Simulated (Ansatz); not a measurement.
Run report: GeSiH8, molecular dynamics (part 3 of 3)

GeSiH8; RKS CAM-B3LYP/def2-SVP (Ansatz 0.2.0). It belongs to a series of runs on one base structure; here: dynamics from the highest image of the converged band.

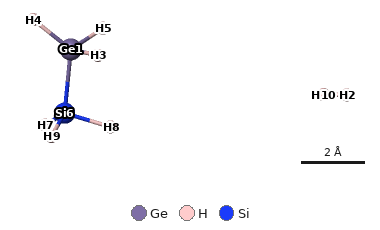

Figure 1. The geometry at step 116 of the log (ball-and-stick view, seen at a tilt; atoms are numbered from 1 in the order of the input).

**Trajectory as extended XYZ, continued**
```
10
Properties=species:S:1:pos:R:3:forces:R:3 step=32 time_fs=16.0 energy=-64517.80301 temperature=3048.1
Ge   -0.1722   -0.0539   -0.1652   -2.2265   0.6972   0.0887
H     0.6310   -0.8261    2.5658   -0.1953   0.0378  -0.0396
H     1.0238    0.7901    0.3005   -0.0913  -0.1794   0.1180
H    -0.7005    0.5863   -1.4846    0.2532  -0.1522   0.0751
H     0.1375   -1.5284   -0.4527    0.1182   0.0391   0.1846
Si   -2.5444    0.1729    1.2014    1.1893  -0.3314  -1.5309
H    -3.5376   -0.4995    0.2959    0.2204  -0.0799   0.1389
H    -2.6178   -0.4470    2.5360    0.1382  -0.0787   0.2488
H    -3.0134    1.5730    1.2419    0.1864   0.2956   0.1486
H     0.0185   -0.5762    2.1662    0.4076  -0.2481   0.5680
10
Properties=species:S:1:pos:R:3:forces:R:3 step=42 time_fs=21.0 energy=-64517.92324 temperature=3172.3
Ge   -0.1982   -0.0446   -0.1750   -1.2061   0.0768   0.8288
H     1.0055   -1.0481    3.1886   -2.2674   1.0152  -1.6861
H     1.0171    0.6008    0.5277   -0.2871   0.2800  -0.0880
H    -0.3894    0.4966   -1.6138    0.0717  -0.0561   0.2305
H     0.2391   -1.5231   -0.2143   -0.2968  -0.0327  -0.1198
Si   -2.5268    0.1779    1.1642    1.3881  -0.6210  -1.0026
H    -3.5462   -0.6153    0.3761    0.2241   0.4127   0.1637
H    -2.3987   -0.4610    2.4864    0.1413  -0.2390   0.2037
H    -2.9422    1.5638    1.4679   -0.0565   0.2159  -0.3066
H     0.3401   -0.7474    2.6902    2.2886  -1.0518   1.7763
10
Properties=species:S:1:pos:R:3:forces:R:3 step=53 time_fs=26.5 energy=-64517.87416 temperature=3118.6
Ge   -0.2313   -0.0342   -0.1826   -0.1110  -0.5335   1.1241
H     1.3132   -1.2454    3.7941    1.8006  -0.8932   1.4935
H     0.9278    0.4690    0.7479   -0.4627   0.5910  -0.3790
H    -0.0319    0.3804   -1.6810   -0.2363  -0.0099   0.6023
H     0.2657   -1.5164    0.0107   -0.6634   0.1639  -0.4398
Si   -2.4926    0.1784    1.1155    2.0797   0.1241   1.0496
H    -3.5201   -0.6536    0.4916   -0.4848   0.0820  -0.3136
H    -2.1308   -0.5201    2.4524   -0.1522   0.2842  -0.8673
H    -2.8710    1.5826    1.6226    0.0322  -0.7006  -0.7768
H     0.8064   -0.9942    3.3746   -1.8020   0.8921  -1.4931
10
Properties=species:S:1:pos:R:3:forces:R:3 step=63 time_fs=31.5 energy=-64518.01867 temperature=3257.5
Ge   -0.2622   -0.0264   -0.1857   -0.2053  -0.4148   1.1604
H     1.6800   -1.4649    4.4113   -0.2750   0.1460  -0.2421
H     0.7441    0.4912    0.8658   -0.0368   0.6401  -0.1758
H     0.2384    0.2763   -1.6115   -0.4312   0.2305   0.1184
H     0.1384   -1.4853    0.1150   -0.3854  -0.3187  -0.3712
Si   -2.4444    0.1782    1.0772    1.1976  -1.0663  -0.8525
H    -3.5798   -0.6460    0.5399    0.1554   0.3836  -0.0391
H    -1.9125   -0.5281    2.2551    0.0325  -0.2724   0.3034
H    -2.8082    1.4799    1.5947   -0.3258   0.8173  -0.1412
H     1.1431   -1.1794    3.9316    0.2740  -0.1453   0.2396
10
Properties=species:S:1:pos:R:3:forces:R:3 step=74 time_fs=37.0 energy=-64517.78093 temperature=3035.3
Ge   -0.2969   -0.0193   -0.1846    0.0713  -0.3407   1.0422
H     2.0915   -1.7165    5.1094   -2.0998   1.2310  -2.0926
H     0.5246    0.6738    0.9400    0.0930   0.0138  -0.2584
H     0.4226    0.2232   -1.5065   -0.4393   0.3169  -0.3074
H    -0.1021   -1.5208    0.1322    0.0885  -0.0199  -0.1700
Si   -2.3800    0.1699    1.0287    0.1047   0.0883  -0.4410
H    -3.6136   -0.5502    0.5745    0.2714   0.0280  -0.0541
H    -1.6756   -0.5926    2.0962   -0.3865   0.0448   0.3028
H    -2.8049    1.5240    1.5083    0.1969  -0.1313  -0.1133
H     1.5053   -1.3728    4.5246    2.0998  -1.2309   2.0918
10
Properties=species:S:1:pos:R:3:forces:R:3 step=84 time_fs=42.0 energy=-64517.63219 temperature=2884.6
Ge   -0.3281   -0.0142   -0.1802    0.7757  -0.3288   0.2038
H     2.3668   -1.8860    5.6434    1.5629  -1.0025   1.7283
H     0.3510    0.8499    0.9452    0.2740  -0.5381  -0.3020
H     0.4748    0.2497   -1.4724   -0.6117   0.1684  -0.0725
H    -0.2999   -1.5600    0.1012    0.5793   0.4235  -0.0987
Si   -2.3197    0.1621    0.9802   -0.4509   0.9005   0.5733
H    -3.5895   -0.4562    0.5897   -0.2063  -0.4960  -0.2337
H    -1.5514   -0.6459    2.0320   -0.8661   0.5076  -0.0465
H    -2.7659    1.5659    1.4097    0.5060  -0.6371  -0.0235
H     1.9333   -1.6079    5.1641   -1.5629   1.0025  -1.7285
10
Properties=species:S:1:pos:R:3:forces:R:3 step=95 time_fs=47.5 energy=-64517.51505 temperature=2770.0
Ge   -0.3595   -0.0096   -0.1749    1.3952  -0.0529  -1.1119
H     2.7476   -2.1166    6.3058    0.8383  -0.5856   1.0211
H     0.2460    0.9141    0.8876    0.7232  -0.3317   0.2740
H     0.3734    0.3275   -1.4687   -0.4299   0.1188  -0.3067
H    -0.3595   -1.5194    0.0449    0.8591  -0.2950   0.0934
Si   -2.2603    0.1606    0.9306   -2.7867  -0.0643  -0.2216
H    -3.5823   -0.4638    0.5532    0.4188  -0.0951  -0.0613
H    -1.6165   -0.6003    1.9879   -0.0761  -0.2458   0.8679
H    -2.6104    1.5035    1.3105   -0.1036   0.9659   0.4663
H     2.3262   -1.8222    5.7925   -0.8383   0.5855  -1.0211
10
Properties=species:S:1:pos:R:3:forces:R:3 step=105 time_fs=52.5 energy=-64517.46881 temperature=2733.6
Ge   -0.3829   -0.0058   -0.1736    2.9180  -0.3876  -1.5506
H     3.1300   -2.3579    6.9645   -1.7287   1.3331  -2.3532
H     0.3159    0.8803    0.8803    0.5235  -0.3283  -0.0125
H     0.1682    0.4274   -1.5310   -0.3439   0.0367  -0.1353
H    -0.2085   -1.5258    0.0085    0.6130   0.0473  -0.0441
Si   -2.2294    0.1606    0.8867   -3.3214   0.7489   2.2597
H    -3.5007   -0.5044    0.4963   -0.0275   0.0687  -0.1912
H    -1.7287   -0.5805    2.1077   -0.2268   0.2266  -0.1898
H    -2.4725    1.5958    1.3064   -0.1349  -0.4122  -0.1362
H     2.6471   -1.9855    6.3072    1.7287  -1.3331   2.3531
10
Properties=species:S:1:pos:R:3:forces:R:3 step=116 time_fs=58.0 energy=-64517.80709 temperature=3051.9
Ge   -0.3972   -0.0032   -0.1781    4.5905  -0.8664  -1.7526
H     3.4597   -2.5534    7.5659    0.2478  -0.2140   0.3827
H     0.5207    0.7560    0.8570   -0.1479  -0.1370  -0.5639
H    -0.1491    0.5416   -1.6198   -0.1323  -0.1806   0.4712
H     0.1070   -1.5046   -0.0491   -0.2154   0.6919  -0.3300
Si   -2.2277    0.1673    0.8602   -3.1907   0.4947   3.4223
H    -3.4255   -0.5347    0.3784   -0.3965   0.1658  -0.2809
H    -1.9037   -0.5095    2.1996   -0.1027   0.2114  -0.5994
H    -2.3679    1.6195    1.2724   -0.4049  -0.3797  -0.3666
H     3.0910   -2.2350    6.9966   -0.2478   0.2140  -0.3828
10
Properties=species:S:1:pos:R:3:forces:R:3 step=126 time_fs=63.0 energy=-64517.86519 temperature=3108.4
Ge   -0.3951   -0.0037   -0.1881    3.7130  -0.5600  -1.5502
H     3.7931   -2.7531    8.1506    0.6552  -0.6185   1.1158
H     0.6886    0.6200    0.7173   -0.1547   0.6743  -0.1601
H    -0.4691    0.6088   -1.6053    0.2456  -0.0596   0.1787
H     0.3566   -1.3493   -0.1790   -0.5235  -0.3129  -0.4342
Si   -2.2549    0.1769    0.8641   -3.0601  -0.7705   1.1288
H    -3.4340   -0.5149    0.2121    0.2369   0.5012   0.1184
H    -2.0891   -0.4076    2.1753    0.0729  -0.5438   0.8216
H    -2.3699    1.5799    1.1612   -0.5302   1.0714  -0.1029
H     3.4610   -2.4397    7.5852   -0.6552   0.6185  -1.1158
10
Properties=species:S:1:pos:R:3:forces:R:3 step=137 time_fs=68.5 energy=-64517.86119 temperature=3113.1
Ge   -0.3787   -0.0062   -0.2049    2.4143  -0.1253  -0.8896
H     4.1962   -3.0147    8.8707   -1.2887   1.3833  -2.5247
H     0.8256    0.6427    0.5152   -0.3795   0.7283   0.0098
H    -0.7582    0.6667   -1.5410    0.3927   0.0216  -0.0510
H     0.4897   -1.2529   -0.4379   -0.7267  -0.5424  -0.2716
Si   -2.3136    0.1832    0.8829   -1.4066   0.7009   1.7028
H    -3.4049   -0.3796    0.0513   -0.1278  -0.0542   0.0747
H    -2.2879   -0.3989    2.2858   -0.1726   0.1561  -0.5102
H    -2.4984    1.7126    0.9988    0.0061  -0.8850  -0.0649
H     3.8314   -2.6231    8.1559    1.2887  -1.3833   2.5247
10
Properties=species:S:1:pos:R:3:forces:R:3 step=147 time_fs=73.5 energy=-64518.21422 temperature=3445.3
Ge   -0.3553   -0.0090   -0.2235    1.3834   0.2090  -0.8398
H     4.5009   -3.1876    9.4070    0.1853  -0.2279   0.4203
H     0.8565    0.8302    0.3305   -0.6322  -0.0902  -0.0448
H    -0.9243    0.7198   -1.4870    0.4126  -0.1252   0.0885
H     0.4322   -1.2829   -0.7317   -0.8044   0.2625   0.3664
Si   -2.3805    0.1933    0.9133   -0.3756   0.3338   0.3017
H    -3.3966   -0.2607   -0.0707   -0.1168  -0.4573   0.2027
H    -2.5030   -0.3763    2.3088   -0.1133   0.1871  -0.4721
H    -2.6243    1.6850    0.8438    0.2461  -0.3196   0.3975
H     4.2301   -2.8547    8.7930   -0.1853   0.2279  -0.4203
10
Properties=species:S:1:pos:R:3:forces:R:3 step=158 time_fs=79.0 energy=-64517.87880 temperature=3125.5
Ge   -0.3249   -0.0112   -0.2470   -1.0483   0.7854  -0.3713
H     4.8615   -3.3974   10.0315    1.1203  -1.5778   2.9365
H     0.7472    1.0222    0.1272    0.2231  -0.3583   0.3059
H    -1.0036    0.7506   -1.4153    0.0675  -0.0129  -0.1739
H     0.1757   -1.2732   -0.9634    0.0972  -0.1284   0.4967
Si   -2.4576    0.2064    0.9478    0.4649  -0.6272  -1.9593
H    -3.4096   -0.2477   -0.1395    0.1751  -0.4345   0.5093
H    -2.7752   -0.3210    2.2549   -0.0802  -0.2794   0.7218
H    -2.7084    1.6174    0.7721    0.1007   1.0552   0.4709
H     4.6431   -3.0899    9.4592   -1.1203   1.5778  -2.9364
10
Properties=species:S:1:pos:R:3:forces:R:3 step=168 time_fs=84.0 energy=-64517.45900 temperature=2724.5
Ge   -0.3004   -0.0105   -0.2697   -2.3788   1.0319  -0.0077
H     5.2256   -3.6478   10.7113   -0.8597   1.4264  -2.6796
H     0.6880    1.1103    0.0106    0.6797  -0.4387   0.3950
H    -1.0516    0.7714   -1.3850   -0.0615  -0.0228  -0.1580
H    -0.0500   -1.2876   -1.0535    0.5796  -0.3248   0.4020
Si   -2.5245    0.2148    0.9651    0.5756   0.5725  -0.4267
H    -3.3932   -0.3431   -0.0941   -0.1865  -0.2645  -0.0202
H    -3.0244   -0.3120    2.3149    0.5918   0.2463  -0.5782
H    -2.7506    1.7342    0.8259    0.2000  -0.7999   0.3937
H     4.9823   -3.2440    9.9529    0.8597  -1.4264   2.6796
10
Properties=species:S:1:pos:R:3:forces:R:3 step=179 time_fs=89.5 energy=-64517.53911 temperature=2795.1
Ge   -0.2823   -0.0060   -0.2950   -2.6855   0.8806  -0.0437
H     5.5779   -3.8497   11.3216   -0.2388   0.4974  -0.9442
H     0.7877    1.0754   -0.0162    0.2642  -0.7491   0.2031
H    -1.1065    0.7822   -1.3873    0.2979  -0.1700   0.0609
H    -0.1473   -1.3675   -1.0317    0.5887   0.2465   0.5457
Si   -2.5919    0.2277    0.9783    1.1381  -0.4331  -0.7163
H    -3.4118   -0.5078   -0.0366   -0.0131   0.3399  -0.0393
H    -3.1514   -0.2567    2.2738    0.5390  -0.1076   0.1595
H    -2.7541    1.7060    0.9781   -0.1293  -0.0071  -0.1699
H     5.4038   -3.4871   10.6333    0.2388  -0.4974   0.9442
10
Properties=species:S:1:pos:R:3:forces:R:3 step=189 time_fs=94.5 energy=-64517.46718 temperature=2727.4
Ge   -0.2750    0.0012   -0.3178   -2.3546   0.5868   0.7693
H     5.9036   -4.0269   11.8631    0.6251  -1.5994   3.0585
H     0.9512    0.8720    0.0148   -0.0569  -0.3719   0.1393
H    -1.0917    0.7589   -1.3884    0.3349   0.0788  -0.3252
H    -0.0921   -1.4028   -0.8872    0.3528  -0.1034   0.1723
Si   -2.6428    0.2359    0.9839    1.7779  -1.1158  -1.0188
H    -3.4397   -0.5838    0.0023   -0.0046   0.6180  -0.0466
H    -3.1359   -0.2318    2.2709    0.2702  -0.4437   0.7540
H    -2.7847    1.6758    1.0850   -0.3196   0.7513  -0.4443
H     5.7814   -3.7143   11.2652   -0.6251   1.5994  -3.0585
10
Properties=species:S:1:pos:R:3:forces:R:3 step=200 time_fs=100.0 energy=-64517.48268 temperature=2746.1
Ge   -0.2758    0.0111   -0.3400   -1.5323  -0.2975   1.2459
H     6.2848   -4.2926   12.5946   -0.3615   1.2995  -2.5084
H     1.1101    0.5559    0.0873   -0.4677   0.3132   0.0844
H    -0.9817    0.7512   -1.4776    0.4435   0.0762  -0.4371
H     0.0534   -1.4579   -0.6790   -0.2891   0.0642  -0.1163
Si   -2.6816    0.2367    0.9829    1.8629   0.5011   0.8115
H    -3.4877   -0.5209    0.0196   -0.4091   0.1101  -0.3223
H    -3.0261   -0.2947    2.3980    0.4832   0.1835  -0.8970
H    -2.8951    1.7647    1.0852   -0.0913  -0.9508  -0.3690
H     6.1738   -3.8936   11.8244    0.3615  -1.2995   2.5084
```

This output came from the following input.

**The input**
```yaml
crystal:
  periodic: [false, false, false]
  atoms:
    - { symbol: Ge, position_ang: [-0.143995, -0.061376, -0.148918] }
    - { symbol: H, position_ang: [0.374771, -0.653994, 1.517688] }
    - { symbol: H, position_ang: [1.004512, 0.956145, -0.035554] }
    - { symbol: H, position_ang: [-1.160729, 0.607444, -1.154125] }
    - { symbol: H, position_ang: [0.106727, -1.477847, -0.674662] }
    - { symbol: Si, position_ang: [-2.56351, 0.162638, 1.237634] }
    - { symbol: H, position_ang: [-3.372786, -0.561268, 0.214265] }
    - { symbol: H, position_ang: [-3.010178, -0.251315, 2.60455] }
    - { symbol: H, position_ang: [-2.781446, 1.62783, 1.070951] }
    - { symbol: H, position_ang: [-0.716568, -0.348259, 1.440968] }
basis:
  gaussian: { orbitals: def2-SVP }
hamiltonian:
  xc: cam_b3lyp
md:
  timestep: 0.5
  n_steps: 200
  ensemble: nve
  temperature: 300.0
  initial_velocities: maxwell_boltzmann
  seed: 9696
```

Command:
```bash
ansatz run input.yaml --threads 4 --pin off --max-ram 5120MiB --backend cpu --events-out ev --progress --plain --runs-dir out
```

**Summary**

```tsv
quantity	value
outcome	finished
mean temperature over the second half	2957 K
trajectory	200 steps, 100 fs
ensemble	nve
temperature in the input	300.0 K
time step	0.5 fs
potential energy (last step)	−64517.4829 eV
mean-field energy (last step)	−64517.4829 eV
largest force (length of the vector) (last step)	2.848 eV/Å
hardware	4 threads of AMD EPYC (Zen 3), 32 GiB of memory available, shared host
wall time	3.4 min (CPU time 12 min)
peak memory	0.23 GiB
```

**Notes**

So short a trajectory is not equilibrated.
